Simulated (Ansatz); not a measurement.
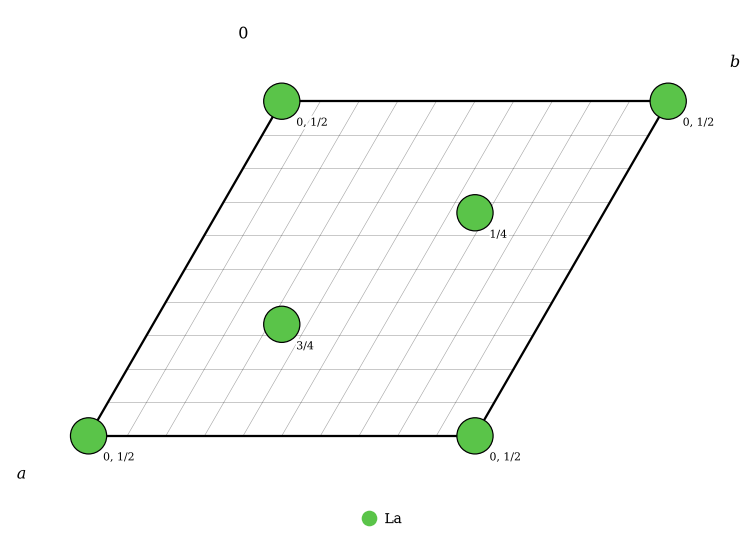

Plan of a unit cell projected along c (a down the page, b across); the numbers are heights as fractions of c, and atoms on the cell's edges are repeated. The grid marks tenths of a and b. Source: coordinates from a relaxation at fixed volume with DFT r2SCAN, scalar-relativistic, plane waves, PAW (Ansatz). Symmetry computed with spglib at a tolerance of 0.002 Å; standard conventional cell.

a = 3.779 Å, b = 3.779 Å, c = 12.022 Å, α = 90.00°, β = 90.00°, γ = 120.00°.

Q: What does the cell contain?

A: 4 La: La, Z = 4.

Q: Which space group?

A: P6₃/mmc, No. 194, primitive hexagonal.

Q: Give the independent sites, coordinates to two places.

A:
```csv
atom,site,symmetry,x,y,z
La,2a,-3m.,0.00,0.00,0.00
La,2c,-6m2,0.33,0.67,0.25
```
